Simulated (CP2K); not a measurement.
# Si2H4F2 (SMILES F[SiH](F)[SiH3]): GFN0-xTB

What is the energy difference between two shapes of Si2H4F2 at GFN0-xTB? 

Program for the calculation: CP2K 2026.2.

3 further runs of the same task are left out: 1 that didn't finish, 2 set aside as unsound or not needed.

## (1) The system as given

Si2H4F2: 8 atoms, total charge 0, spin state singlet. SMILES: `F[SiH](F)[SiH3]`. The coordinates come from a PBE0-D4/def2-TZVP relaxation.

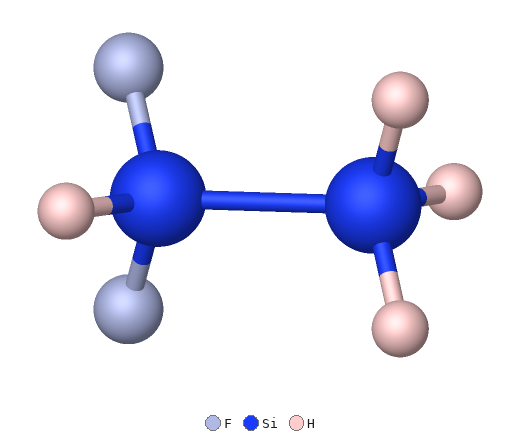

The structure, seen from a chosen angle (fluorine light blue, silicon blue, hydrogen pink).

## (2) Energy and gradient at GFN0-xTB

calc.inp reads:

```
&global
  project_name calc
  run_type ENERGY_FORCE
  print_level MEDIUM
&end global

&force_eval
  method QS
  &dft
    &qs
      method XTB
      eps_default 1.0E-10
      &xtb
        gfn_type 0
        check_atomic_charges F
      &end xtb
    &end qs
    &poisson
      periodic NONE
      poisson_solver ANALYTIC
    &end poisson
    &scf
      scf_guess ATOMIC
      eps_scf 1.0E-07
      max_scf 150
      added_mos 4
      &diagonalization
        algorithm STANDARD
      &end diagonalization
      &mixing
        method DIRECT_P_MIXING
        alpha 0.4
      &end mixing
      &smear ON
        method FERMI_DIRAC
        electronic_temperature [K] 300
      &end smear
    &end scf
    &print
      &moments
        periodic F
        reference COM
        max_moment 1
      &end moments
      &mo ON
        energies T
        occupation_numbers T
        ndigits 6
        &each
          qs_scf 0
        &end each
        add_last NUMERIC
      &end mo
      &hirshfeld OFF
      &end hirshfeld
    &end print
  &end dft
  &subsys
    &cell
      abc 14.1 12.7 13.4
      periodic NONE
    &end cell
    &coord
      F      7.975250     5.323700     8.404400
      Si     8.065150     6.049600     6.988900
      F      8.622050     4.977600     5.949900
      Si     5.928150     6.742900     6.328000
      H      9.084350     7.118900     7.106700
      H      5.408150     7.722400     7.317800
      H      6.020150     7.395400     4.995600
      H      5.015650     5.573300     6.252200
    &end coord
  &end subsys
  &print
    &forces ON
    &end forces
  &end print
&end force_eval
```

On the command line:

```sh
$ OMP_NUM_THREADS=1 cp2k.psmp calc.inp > calc.out
```

What it wrote:

```text
CP2K| version string:                                       CP2K version 2026.2
[...]
 GLOBAL| Method name                                                        CP2K
[...]
 GLOBAL| Run type                                                   ENERGY_FORCE
[...]
                             - Atoms:                                          8
[...]
                             - Spherical basis functions:                     34
[...]
 Number of electrons:                                                         26
[...]
  Fermi energy:                                                -0.28419335517987
[...]
 TB_DIPOLE| Moment [Debye]         -0.71805926       1.16786327      -0.35346760
 TB_DIPOLE| Derivative [a.u.]       0.00000000       0.00000000       0.00000000
[...]
 ENERGY| Total FORCE_EVAL ( QS ) energy [hartree]            -13.654807629063976
 FORCES| Atomic forces [hartree/bohr]
 FORCES|   Atom     x               y               z               |f|
 FORCES|      1  3.49467233E-03 -1.07884932E-02  1.74639959E-02   2.08229555E-02
 FORCES|      2 -1.78957568E-02  3.58927700E-02 -9.80374477E-03   4.12875582E-02
 FORCES|      3  1.07514018E-02 -1.46548803E-02 -1.00954251E-02   2.07912425E-02
 FORCES|      4  1.35440184E-02 -1.63097613E-03  3.79990014E-03   1.41612061E-02
 FORCES|      5 -5.40910238E-03 -9.53135934E-03 -8.20404527E-05   1.09595588E-02
 FORCES|      6 -1.34540021E-03 -4.24056119E-03 -6.64144753E-03   7.99382801E-03
 FORCES|      7 -4.67546849E-03 -2.46044210E-03  5.99776056E-03   7.99292891E-03
 FORCES|      8  1.53563527E-03  7.41394232E-03 -6.38998777E-04   7.59822584E-03
 FORCES| Sum    -9.45424294E-17  4.42354486E-17 -1.38344197E-16
 FORCES| Total atomic force                                       1.73303672E-16
[...]
```

Wall time 0.26 s (1 thread of Arm Neoverse V1, shared host).

## (3) The distorted shape

calc.inp reads:

```
&GLOBAL
 PROJECT calc
 RUN_TYPE ENERGY_FORCE
 PRINT_LEVEL MEDIUM
&END
&FORCE_EVAL
 METHOD QUICKSTEP
 &DFT
  &QS
   METHOD XTB
   EPS_DEFAULT 1.0E-10
   &XTB
    GFN_TYPE 0
    CHECK_ATOMIC_CHARGES F
   &END
  &END
  &POISSON
   PERIODIC NONE
   POISSON_SOLVER ANALYTIC
  &END
  &SCF
   SCF_GUESS ATOMIC
   EPS_SCF 1.0E-07
   MAX_SCF 150
   ADDED_MOS 4
   &DIAGONALIZATION
    ALGORITHM STANDARD
   &END
   &MIXING
    METHOD DIRECT_P_MIXING
    ALPHA 0.4
   &END
   &SMEAR ON
    METHOD FERMI_DIRAC
    ELECTRONIC_TEMPERATURE [K] 300
   &END
  &END
  &PRINT
   &MOMENTS
    PERIODIC F
    REFERENCE COM
    MAX_MOMENT 1
   &END
   &MO ON
    ENERGIES T
    OCCUPATION_NUMBERS T
    NDIGITS 6
    &EACH
     QS_SCF 0
    &END
    ADD_LAST NUMERIC
   &END
   &HIRSHFELD OFF
   &END
  &END
 &END
 &SUBSYS
  &CELL
   ABC 14 13 13.4
   PERIODIC NONE
  &END
  &COORD
   F      7.893576     5.391028     8.392418
   Si     8.008203     6.258718     6.847784
   F      8.516656     5.006260     5.993698
   Si     5.813899     6.893920     6.443370
   H      9.017682     7.273180     6.973854
   H      5.344529     7.993740     7.336192
   H      5.991488     7.530596     5.007582
   H      4.982318     5.676048     6.266196
  &END
 &END
 &PRINT
  &FORCES ON
  &END
 &END
&END
```

On the command line:

```sh
$ OMP_NUM_THREADS=1 cp2k.psmp -i calc.inp -o calc.out
```

What it wrote:

```text
CP2K| version string:                                       CP2K version 2026.2
[...]
 GLOBAL| Method name                                                        CP2K
[...]
 GLOBAL| Run type                                                   ENERGY_FORCE
[...]
                             - Atoms:                                          8
[...]
                             - Spherical basis functions:                     34
[...]
 Number of electrons:                                                         26
[...]
  Fermi energy:                                                -0.30020494288820
[...]
 TB_DIPOLE| Moment [Debye]         -1.05440463       2.43726468      -1.43825092
 TB_DIPOLE| Derivative [a.u.]       0.00000000       0.00000000       0.00000000
[...]
 ENERGY| Total FORCE_EVAL ( QS ) energy [hartree]            -13.646512655082615
 FORCES| Atomic forces [hartree/bohr]
 FORCES|   Atom     x               y               z               |f|
 FORCES|      1  7.13780500E-03  1.25626282E-02 -2.19218237E-02   2.62551755E-02
 FORCES|      2 -2.19790484E-02  5.06111036E-04  3.09956553E-02   3.80008601E-02
 FORCES|      3  7.58383143E-03 -9.35518086E-03 -6.01254091E-03   1.34604813E-02
 FORCES|      4  1.59963145E-02  7.13501432E-03 -1.66011046E-02   2.41326994E-02
 FORCES|      5  1.42283700E-03 -4.53949594E-03  9.82006832E-04   4.85755349E-03
 FORCES|      6 -1.44938426E-03 -1.06618351E-02 -7.52789366E-03   1.31318173E-02
 FORCES|      7 -8.61180257E-03 -6.23276395E-03  1.71493239E-02   2.01769621E-02
 FORCES|      8 -1.00552618E-04  1.05855224E-02  2.93637677E-03   1.09857045E-02
 FORCES| Sum    -1.00370016E-16  3.05311332E-16  1.63497688E-16
 FORCES| Total atomic force                                       3.60583754E-16
[...]
```

Wall time 0.26 s (1 thread of Arm Neoverse V1, shared host).

## (4) Results

Level: GFN0-xTB.

```
                                                  quantity         value
                                 first shape: total energy  -13.65481 Eh
    first shape: dipole moment (from atomic charges alone)        1.42 D
                                  first shape: HOMO energy     -10.35 eV
                                  first shape: LUMO energy      -6.84 eV
                                first shape: HOMO–LUMO gap       3.51 eV
                            first shape: dispersion energy  -5.47 kJ/mol
                     first shape: largest force on an atom    2.123 eV/Å
                             distorted shape: total energy  -13.64651 Eh
distorted shape: dipole moment (from atomic charges alone)        3.02 D
                              distorted shape: HOMO energy     -10.39 eV
                              distorted shape: LUMO energy      -7.27 eV
                            distorted shape: HOMO–LUMO gap       3.12 eV
                        distorted shape: dispersion energy  -5.45 kJ/mol
                 distorted shape: largest force on an atom    1.954 eV/Å
                    energy change with the atoms displaced      0.226 eV
```

What this shows: With the atoms displaced the energy rises by 0.23 eV (5.2 kcal/mol). The first shape isn't relaxed at this level, so the change isn't measured from a minimum. The largest force (first shape) is 2.12 eV/Å: the shape isn't a stationary point for this species at this level. The dipole (first shape) comes from point charges on the atoms alone, without atomic dipoles, so it is partial. The dipole (distorted shape) comes from point charges on the atoms alone, without atomic dipoles, so it is partial.
